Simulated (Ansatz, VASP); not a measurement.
# SiC (Moissanite 3C): VASP beside Ansatz

Wanted: the spread between two codes on one cell, functional and k mesh. Valence electrons are named where the data sets of a main pair hold unlike numbers.

Method: plane waves, with VASP 6.6.1 beside it; band structure at LDA, in Ansatz 0.2.0.

**1. Set-up**

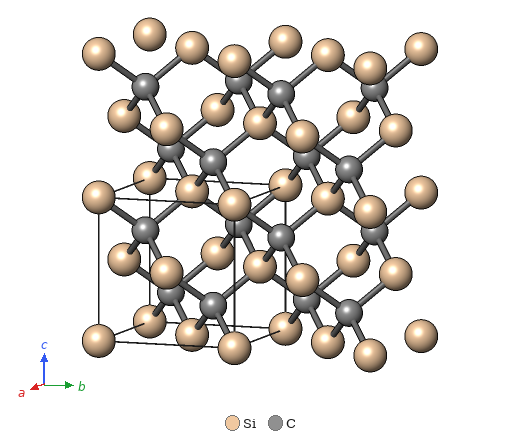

The starting structure, seen slightly off an axis (silicon light orange, carbon grey). 1×2×2 cells are drawn. This picture shows the conventional cell, with its axes. Bonds to atoms that aren't drawn are left out. Some periodic images of atoms are drawn too.

Structure file:

```xyz
2
Lattice="0.0000 2.1790 2.1790 2.1790 0.0000 2.1790 2.1790 2.1790 0.0000" Properties=species:S:1:pos:R:3 pbc="T T T"
Si    0.0000    0.0000    0.0000
C     3.2685    3.2685    3.2685
```

**2. VASP: band structure, LDA**

The same path points are solved in both programs, so levels can be compared one by one.

Lines of VASP's logs that name or quote its potential files are left out, and so is its time.

INCAR reads:

```
SYSTEM = SiC
PREC = Accurate
ENCUT = 440
EDIFF = 1E-08
NELM = 100
ISMEAR = 0
SIGMA = 0.01
LREAL = .FALSE.
ALGO = Normal
GGA = CA
NBANDS = 10
LORBIT = 11
LWAVE = .TRUE.
LCHARG = .FALSE.
KPAR = 8
```

POSCAR reads:

```
SiC
1.0
    0.0000000000      2.1790000000      2.1790000000
    2.1790000000      0.0000000000      2.1790000000
    2.1790000000      2.1790000000      0.0000000000
Si C
1 1
Direct
    0.0000000000      0.0000000000      0.0000000000
    0.7500000000      0.7500000000      0.7500000000
```

KPOINTS reads:

```
Automatic mesh
0
Gamma
10 10 10
0 0 0
```

KPOINTS_OPT reads:

```
Line mode
12
Line-mode
Reciprocal
  0.00000000   0.00000000   0.00000000 GAMMA
  0.50000000   0.00000000   0.50000000 X

  0.50000000   0.00000000   0.50000000 X
  0.50000000   0.25000000   0.75000000 W

  0.50000000   0.25000000   0.75000000 W
  0.37500000   0.37500000   0.75000000 K

  0.37500000   0.37500000   0.75000000 K
  0.00000000   0.00000000   0.00000000 GAMMA

  0.00000000   0.00000000   0.00000000 GAMMA
  0.50000000   0.50000000   0.50000000 L

  0.50000000   0.50000000   0.50000000 L
  0.62500000   0.25000000   0.62500000 U

  0.62500000   0.25000000   0.62500000 U
  0.50000000   0.25000000   0.75000000 W

  0.50000000   0.25000000   0.75000000 W
  0.50000000   0.50000000   0.50000000 L

  0.50000000   0.50000000   0.50000000 L
  0.37500000   0.37500000   0.75000000 K

  0.62500000   0.25000000   0.62500000 U
  0.50000000   0.00000000   0.50000000 X
```

PAW data sets: Si_GW and C_GW (LDA family, release 64).

Command:

```console
$ mpirun -np 8 vasp_std
```

Numbers of over 12 decimals in the logs are rounded to 6 here.

Log:

```text
[banner, memory and clock lines left out]
running    8 mpi-ranks, on    1 nodes
 distrk:  each k-point on    1 cores,    8 groups
 distr:  one band on    1 cores,    1 groups

 POSCAR found type information on POSCAR SiC
 POSCAR found :  2 types and       2 ions
|                                                                             |
|           W    W    AA    RRRRR   N    N  II  N    N   GGGG   !!!           |
|           W    W   A  A   R    R  NN   N  II  NN   N  G    G  !!!           |
|           W    W  A    A  R    R  N N  N  II  N N  N  G       !!!           |
|           W WW W  AAAAAA  RRRRR   N  N N  II  N  N N  G  GGG   !            |
|           WW  WW  A    A  R   R   N   NN  II  N   NN  G    G                |
|           W    W  A    A  R    R  N    N  II  N    N   GGGG   !!!           |
|                                                                             |
|     For optimal performance we recommend to set                             |
|       NCORE = 2 up to number-of-cores-per-socket                            |
|     NCORE specifies how many cores store one orbital (NPAR=cpu/NCORE).      |
|     This setting can greatly improve the performance of VASP for DFT.       |
|     The default, NCORE=1 might be grossly inefficient on modern             |
|     multi-core architectures or massively parallel machines. Do your        |
|     Unfortunately you need to use the default for GW and RPA                |
|     calculations (for HF NCORE is supported but not extensively tested      |
|     yet).                                                                   |
|                                                                             |

 LDA part: xc-table for (Slater(with rela. corr.)+CA(PZ))
 , standard interpolation
 POSCAR, INCAR and KPOINTS ok, starting setup
 FFT: planning ... GRIDC
 FFT: planning ... GRID_SOFT
 FFT: planning ... GRID
 WAVECAR not read
 entering main loop
       N       E                     dE             d eps       ncg     rms          rms(c)
DAV:   1     0.242037241112E+01    0.24204E+01   -0.43820E+03  1106   0.767E+02
DAV:   2    -0.181691556942E+02   -0.20590E+02   -0.19262E+02  1316   0.134E+02
DAV:   3    -0.186893837134E+02   -0.52023E+00   -0.51881E+00  1216   0.175E+01
DAV:   4    -0.186971942919E+02   -0.78106E-02   -0.78066E-02  1224   0.248E+00
DAV:   5    -0.186973832620E+02   -0.18897E-03   -0.18896E-03  1236   0.324E-01    0.717E+00
DAV:   6    -0.167417613772E+02    0.19556E+01   -0.75973E+00  1354   0.169E+01    0.208E+00
DAV:   7    -0.166613598293E+02    0.80402E-01   -0.28490E-01  1176   0.337E+00    0.113E+00
DAV:   8    -0.166384827608E+02    0.22877E-01   -0.31424E-02  1288   0.152E+00    0.918E-02
DAV:   9    -0.166383077310E+02    0.17503E-03   -0.15010E-03  1248   0.269E-01    0.391E-02
DAV:  10    -0.166383161219E+02   -0.83909E-05   -0.11626E-04  1346   0.757E-02    0.828E-03
DAV:  11    -0.166383155128E+02    0.60912E-06   -0.57026E-06  1254   0.188E-02    0.188E-03
DAV:  12    -0.166383154367E+02    0.76043E-07   -0.46821E-07  1290   0.446E-03    0.275E-04
DAV:  13    -0.166383154425E+02   -0.57893E-08   -0.51739E-09   766   0.875E-04
   1 F= -.16638315E+02 E0= -.16638315E+02  d E =-.338550E-56
 Start KPOINTS_OPT (optional k-point list driver)
k-point batch [1-47\120]
       N       E                     dE             ncg
DAV:   1     0.155934927857E+04   -0.11191E+05     1090
DAV:   2     0.720487976908E+03   -0.83886E+03     1400
DAV:   3     0.701998577995E+03   -0.18489E+02     1180
DAV:   4     0.701659730873E+03   -0.33885E+00     1268
DAV:   5     0.701647569347E+03   -0.12162E-01     1270
DAV:   6     0.701647136794E+03   -0.43255E-03     1390
DAV:   7     0.701647132970E+03   -0.38240E-05     1262
DAV:   8     0.701647132926E+03   -0.43906E-07     1202
DAV:   9     0.701647132925E+03   -0.11286E-08      884
[...]
k-point batch [95-120\120]
       N       E                     dE             ncg
DAV:   1     0.802100573098E+04   -0.80627E+04      676
DAV:   2     0.760821296736E+04   -0.41279E+03      742
DAV:   3     0.760049034042E+04   -0.77226E+01      674
DAV:   4     0.760034545462E+04   -0.14489E+00      732
DAV:   5     0.760034335243E+04   -0.21022E-02      720
DAV:   6     0.760034330953E+04   -0.42895E-04      782
DAV:   7     0.760034330913E+04   -0.40800E-06      690
DAV:   8     0.760034330912E+04   -0.67248E-08      722
 writing wavefunctions
```

From OUTCAR (step 2):

```text
ion  position               nearest neighbor table
   1  0.000  0.000  0.000-   2 1.89   2 1.89   2 1.89   2 1.89
   2  0.750  0.750  0.750-   1 1.89   1 1.89   1 1.89   1 1.89

  LATTYP: Found a face centered cubic cell.
 ALAT       =     4.3580000000

 Subroutine GETGRP returns: Found 24 space group operations
 (whereof 24 operations were pure point group operations)

The static configuration has the point symmetry T_d .

 Found     47 irreducible k-points:

   k-points           NKPTS =     47   k-points in BZ     NKDIM =     47   number of bands    NBANDS=     10

   dimension x,y,z NGX =    24 NGY =   24 NGZ =   24
   dimension x,y,z NGXF=    48 NGYF=   48 NGZF=   48

   ENCUT  =  440.0 eV  32.34 Ry    5.69 a.u.   5.27  5.27  5.27*2*pi/ulx,y,z

   NELECT =       8.0000    total number of electrons

 k-points in reciprocal lattice and weights: Automatic mesh
   0.00000000  0.00000000  0.00000000       0.001
   0.10000000  0.00000000  0.00000000       0.008
   0.20000000  0.00000000  0.00000000       0.008
   0.30000000  0.00000000  0.00000000       0.008
   0.40000000  0.00000000  0.00000000       0.008
   0.50000000  0.00000000  0.00000000       0.004
   0.10000000  0.10000000  0.00000000       0.006
   0.20000000  0.10000000  0.00000000       0.024
   0.30000000  0.10000000  0.00000000       0.024
[...]
-0.30000000  0.40000000  0.20000000       0.024
  -0.30000000  0.50000000  0.20000000       0.012

 average (electrostatic) potential at core
       1 -65.7576       2 -49.3821

 E-fermi :   7.8511

 k-point     1 :       0.0000    0.0000    0.0000
  band No.  band energies     occupation
      1      -7.5828      2.00000
      2       7.7420      2.00000
      3       7.7420      2.00000
      4       7.7420      2.00000
      5      14.0265      0.00000
      6      14.9293      0.00000
      7      14.9293      0.00000
      8      14.9293      0.00000
      9      22.1915      0.00000
    ...

 k-point     2 :       0.1000    0.0000    0.0000
  band No.  band energies     occupation
      1      -7.3869      2.00000
      2       6.7400      2.00000
      3       7.6056      2.00000
      4       7.6056      2.00000
      5      14.2349      0.00000
      6      15.1716      0.00000
      7      15.1716      0.00000
      8      15.2312      0.00000
      9      21.2336      0.00000
    ...

 k-point     3 :       0.2000    0.0000    0.0000
  band No.  band energies     occupation
      1      -6.8071      2.00000
      2       4.6276      2.00000
      3       7.2965      2.00000
      4       7.2965      2.00000
      5      13.8965      0.00000
      6      15.5320      0.00000
      7      15.5320      0.00000
      8      16.4363      0.00000
      9      20.5616      0.00000
    ...

  Total       -0.6844517     -0.6844517     -0.6844517     -0.0000000      0.0000000      0.0000000
  in kB      -52.9970529    -52.9970529    -52.9970529     -0.0000000      0.0000000      0.0000000
  external PRESSURE =     -52.9970529 kB  Pullay stress =       0.0000000 kB

  energy-cutoff  :      440.00
  volume of cell :       20.69
      direct lattice vectors                 reciprocal lattice vectors
     0.000000000  2.179000000  2.179000000    -0.229463056  0.229463056  0.229463056
     2.179000000  0.000000000  2.179000000     0.229463056 -0.229463056  0.229463056
     2.179000000  2.179000000  0.000000000     0.229463056  0.229463056 -0.229463056

 POSITION                                       TOTAL-FORCE (eV/Angst)
 -----------------------------------------------------------------------------------
      0.00000      0.00000      0.00000        -0.000000     -0.000000     -0.000000
      3.26850      3.26850      3.26850         0.000000      0.000000      0.000000
 -----------------------------------------------------------------------------------
    total drift:                                0.000000      0.000000     -0.000000

  FREE ENERGIE OF THE ION-ELECTRON SYSTEM (eV)
  ---------------------------------------------------
  free  energy   TOTEN  =       -16.6383154425 eV

  energy  without entropy=      -16.6383154425  energy(sigma->0) =      -16.63831544

 total charge
# of ion       s       p       d       tot
------------------------------------------
    1        0.693   0.957   0.208   1.858
    2        0.804   1.681   0.000   2.485
--------------------------------------------------
tot          1.497   2.638   0.208   4.343

[... 3 further parts left out ...]
```

The run ends at a pressure of -5.30 GPa.

**3. Ansatz: band structure, LDA**

Ansatz runs on its default PAW (the set named soft_2) files.

The same cell, functional (in two slightly different forms), mesh and smearing now go to Ansatz, which takes its cutoff from its data sets.

input.yaml reads:

```yaml
crystal:
  lattice:
    - [0.0, 2.179, 2.179]
    - [2.179, 0.0, 2.179]
    - [2.179, 2.179, 0.0]
  atoms:
    - { symbol: Si, position: [0.0, 0.0, 0.0] }
    - { symbol: C, position: [0.75, 0.75, 0.75] }
hamiltonian:
  xc: lda
  pseudopotentials: { kind: paw }
kpoints:
  mp_grid: { grid: [10, 10, 10] }
  band_path:
    path:
      - [0.0, 0.0, 0.0]
      - [0.18182, 0.0, 0.18182]
      - [0.36364, 0.0, 0.36364]
      - [0.5, 0.0, 0.5]
      - [0.5, 0.09091, 0.59091]
      - [0.5, 0.18182, 0.68182]
      - [0.5, 0.25, 0.75]
      - [0.45455, 0.29545, 0.75]
      - [0.40909, 0.34091, 0.75]
      - [0.375, 0.375, 0.75]
      - [0.20455, 0.20455, 0.40909]
      - [0.06818, 0.06818, 0.13636]
      - [0.04545, 0.04545, 0.04545]
      - [0.22727, 0.22727, 0.22727]
      - [0.40909, 0.40909, 0.40909]
      - [0.51136, 0.47727, 0.51136]
      - [0.55682, 0.38636, 0.55682]
      - [0.60227, 0.29545, 0.60227]
      - [0.61364, 0.25, 0.63636]
      - [0.56818, 0.25, 0.68182]
      - [0.51136, 0.25, 0.73864]
      - [0.5, 0.29545, 0.70455]
      - [0.5, 0.38636, 0.61364]
      - [0.5, 0.47727, 0.52273]
      - [0.47727, 0.47727, 0.54545]
      - [0.43182, 0.43182, 0.63636]
      - [0.38636, 0.38636, 0.72727]
      - [0.60227, 0.20455, 0.60227]
      - [0.55682, 0.11364, 0.55682]
      - [0.5, 0.0, 0.5]
    npoints: 1
scf:
  occupations: { method: gaussian, width: 0.01 }
  n_extra_bands: 7
output:
  forces: true
  stress: true
  eigenvalues: true
```

Command:

```console
$ ansatz run input.yaml --threads 2 --pin off --max-ram 4608MiB --backend cpu --events-out ev --progress --plain --runs-dir out
```

Log:

```text
scf.n_extra_bands = 7 over 4 filled bands (N_el = 8.0): the run solves 11 bands
Engine: ansatz 0.2.0, aarch64-unknown-linux-gnu
Pseudopotentials: kind: paw
Pseudopotential: Si, paw, valence charge 4, recommended cutoff 420 eV (normal), Si.paw.azcp
Pseudopotential: C, paw, valence charge 4, recommended cutoff 420 eV (normal), C.paw.azcp
Functional definition: SPW92
  exchange = slater_x
  correlation = pw_c
Crystal: 2 atoms, lattice volume = 20.692 Å³
Basis set: ecut = 420 eV, 411 PW (Γ)
Bands: 11, of which v1, the nominal top of the filled ones, is band 4 counted from 1 (3 counted from 0)
Symmetry: 24 space group operations
Space group: F-43m (ITA 216), of the structure as read, at distance tolerance 2.7e-5 Å
k-points: 47 of 1000 (time reversal used)
Non-local potential: Si, projectors of the file, l = 0: 2, l = 1: 2, l = 2: 2
Non-local potential: C, projectors of the file, l = 0: 2, l = 1: 2, l = 2: 1
PAW form: soft (Blöchl's): semilocal exchange-correlation on the pseudo side does not see the compensation charge
PAW frozen core: Si, regenerated for the run's functional, and the local potential with it (the file was generated under x = pbe(κ = 0.804, μ = 0.219515), c = pbe(β = 0.066725))
PAW frozen core: C, regenerated for the run's functional, and the local potential with it (the file was generated under x = pbe(κ = 0.804, μ = 0.219515), c = pbe(β = 0.066725))
PAW one-centre angular grid: Si, 110 points (default); XC on 64 Gauss nodes
PAW one-centre angular grid: C, 110 points (default); XC on 64 Gauss nodes
Initial density: superposition of atomic densities (neutral atoms: chi_scale 0, normalization atom), corrected by the library's trained network
Initial wavefunctions: pseudopotential atomic-orbital guess
Functional: x = slater, c = lda
SCF iter   1: F=—  HF=-852.198589 eV  |F-HF|=—  |Δ(HF+E_count)|=         —  Δρ=7.65e-3  dr2=1.26e-2  ethr=1.77e-3  ⟨swp⟩=6.2  Hψ=3782  notcnv=0
preconditioner: auto → none  [insulator: Δε(μ)=1.242 eV  Ē_g=17.366 eV  σ=0.010 eV  W_gap=1.00  n_scr=0 (ndim 8)  ℏωp=23.1 eV  f_vac=0.000  D(μ)=0.00/eV (n_scr^D=0)  ε∞_Penn≈2.8]
SCF iter   2: F=—  HF=-852.195213 eV  |F-HF|=—  |Δ(HF+E_count)|=   3.38e-3  Δρ=3.53e-3  dr2=1.27e-3  ethr=1.58e-4  ⟨swp⟩=2.0  Hψ=1129  notcnv=0  defer=93
SCF iter   3: F=—  HF=-852.194872 eV  |F-HF|=—  |Δ(HF+E_count)|=   3.41e-4  Δρ=1.47e-3  dr2=1.77e-4  ethr=1.59e-5  ⟨swp⟩=2.7  Hψ=808  notcnv=0  defer=93
SCF iter   4: F=—  HF=-852.194830 eV  |F-HF|=—  |Δ(HF+E_count)|=   4.28e-5  Δρ=2.42e-4  dr2=5.23e-6  ethr=2.21e-6  ⟨swp⟩=1.1  Hψ=427  notcnv=0  defer=93
SCF iter   5: F=—  HF=-852.194827 eV  |F-HF|=—  |Δ(HF+E_count)|=   2.21e-6  Δρ=1.32e-5  dr2=1.45e-8  ethr=6.54e-8  ⟨swp⟩=1.4  Hψ=484  notcnv=0  defer=93
SCF iter   6: F=-852.194827 eV  HF=-852.194827 eV  |F-HF|=5.41e-11  |Δ(HF+E_count)|=   8.80e-9  Δρ=1.22e-6  dr2=1.09e-10  ethr=1.82e-10  ⟨swp⟩=5.5  Hψ=2196  notcnv=0
SCF 1 converged in 6 iterations: F = -852.194827 eV  dr2 = 1.09e-10
  greatest PAW one-centre occupation: 0.637 electrons in one spin orbital (limit 2), on the C atom at site 1 (counted from 0), in its partial waves of l = 0
NSCF: frozen V_eff on 30 k-points
SCF converged after 6 iterations
Free energy (F): -852.194827 eV
Harris-Foulkes:  -852.194827 eV  (|F-HF|=5.41e-11)
Internal energy: -852.194827 eV  (E = F + TS)
E sigma→0 (E₀):  -852.194827 eV
Fermi energy:    9.902580 eV
--- Per-component energies (eV) ---
  E_band       = 27.043680
  E_kinetic    = 135.699873
  E_local      = -106.257645  (includes V_loc(G=0)·N_el)
  E_nonlocal   = 53.909596
  E_hartree    = 31.770538
  E_xc         = -104.702944
  E_vxc        = -109.364301  (∫ρ·V_xc dr)
  E_paw        = -577.977640  (= ΣΔE_a)
  E_vpaw       = -10.484902  (= ΣTr[D̂ρ^β])
  E_aug_tail   = 0.000012  (compensation charges beyond the density's cutoff)
  E_ewald      = -284.783780
  E_core_change = 0.147163  (= ΣΔE_core)
  E_smearing   = -0.000000  (= −TS)
  E_closure    = -0.000000  (closes the sum)
  Σ components = -852.194827   (vs F -852.194827, Δ=0.00e0)
--- Forces (eV/Å), atoms counted from 1 ---
  atom   1  Si    -0.00000000     0.00000000    -0.00000000
  atom   2  C      0.00000000    -0.00000000    -0.00000000
  max |Σ_I F_I| component: 2.31e-17 eV/Å
--- Stress (GPa, compression-positive) ---
       -4.424008       0.000000      -0.000000
        0.000000      -4.424008       0.000000
       -0.000000       0.000000      -4.424008
  P = ⅓ Tr σ = -4.4240 GPa (-44.240 kbar)
--- Band table (eV; the first three rows and the last of 47) ---
  k-point 0: bands = [-6.0747, 9.2440, 9.2440, 9.2440, 15.5111, 16.4432, 16.4432, 16.4432, ... 3 higher]
  k-point 1: bands = [-5.8787, 8.2459, 9.1096, 9.1096, 15.7288, 16.6851, 16.6851, 16.7355, ... 3 higher]
  k-point 2: bands = [-5.2987, 6.1356, 8.8015, 8.8015, 15.3977, 17.0450, 17.0450, 17.9332, ... 3 higher]
  k-point 46: bands = [-0.7549, 2.0945, 4.4221, 4.6509, 13.8663, 17.1709, 19.1833, 20.2908, ... 3 higher]
```

Run time: 1.2 s. Hardware: 2 threads of Arm Neoverse V2, shared host; peak memory 0.26 GiB; 2 s of CPU time.

**4. Differences**

Known differences besides the potentials themselves: the two LDA forms differ slightly; the cutoff is 420 eV in Ansatz and 440 eV in VASP; VASP's log shows a relativistic correction to its local exchange, Ansatz's none. Total energies have different zeros and are not compared.

Compared:

```tsv
quantity	Ansatz	VASP	difference
gap over the path points (eV)	1.317	1.303	+0.014
```

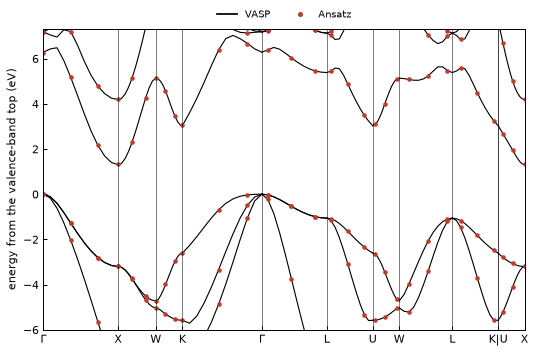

Bands from VASP (lines) and levels from Ansatz (dots). Dots without a line are higher empty bands that the VASP plot leaves out.

Levels at points of the path, from each program's valence-band top (eV; 3 filled, then empty):

```tsv
k (reciprocal lattice)	Ansatz	VASP
0.000 0.000 0.000	0.00 0.00 0.00 6.27 7.20 7.20	0.00 0.00 0.00 6.28 7.19 7.19
0.182 0.000 0.182	-2.02 -1.27 -1.27 5.19 7.20 9.19	-2.03 -1.27 -1.27 5.18 7.20 9.18
0.364 0.000 0.364	-5.66 -2.80 -2.80 2.17 4.79 12.50	-5.66 -2.81 -2.81 2.16 4.78 12.49
0.500 0.000 0.500	-7.82 -3.19 -3.19 1.32 4.19 13.82	-7.82 -3.20 -3.20 1.30 4.18 13.82
0.500 0.091 0.591	-7.65 -3.74 -3.72 2.31 5.14 12.65	-7.65 -3.75 -3.73 2.29 5.13 12.65
0.500 0.182 0.682	-7.23 -4.67 -4.50 4.26 7.39 10.35	-7.23 -4.68 -4.51 4.26 7.39 10.34
0.500 0.250 0.750	-7.04 -5.02 -4.71 5.14 9.33 9.36	-7.04 -5.03 -4.72 5.13 9.33 9.36
0.455 0.295 0.750	-7.12 -5.29 -4.00 4.58 8.19 9.98	-7.12 -5.30 -4.00 4.57 8.19 9.97
0.409 0.341 0.750	-7.25 -5.52 -2.95 3.44 7.73 11.05	-7.25 -5.53 -2.96 3.43 7.72 11.05
0.375 0.375 0.750	-7.29 -5.57 -2.60 3.04 7.65 11.70	-7.29 -5.58 -2.61 3.03 7.64 11.70
```

Among the levels compared at these points, filled levels agree within 12 meV and empty ones within 17 meV. Not compared: the pressure (VASP's GW data sets at this cutoff don't carry it).

**5. What came out**

| Item | Value |
| --- | --- |
| largest difference of a filled level at the path points (band structure, LDA) | 12 meV |

The largest difference of a filled level at the path points is 12 meV (band structure, LDA), within the 80 meV picked in this series as the mark of a large difference. Such differences can come from data sets, numerical settings and the points named under the comparisons, not from the functional's error against experiment.

[Lines on the potential files, build, host, timing and source positions are cut from VASP's logs without a mark.]

[Logs are printed without paths, hosts, clocks, repeated set-up lines and the standing remarks that a program may print on its own settings, such as how far it seeks lower states.]

[Hosts, paths, dates, database ids (printed as entryN), source tags and the programs' standing remarks are cut or masked in the printed files.]
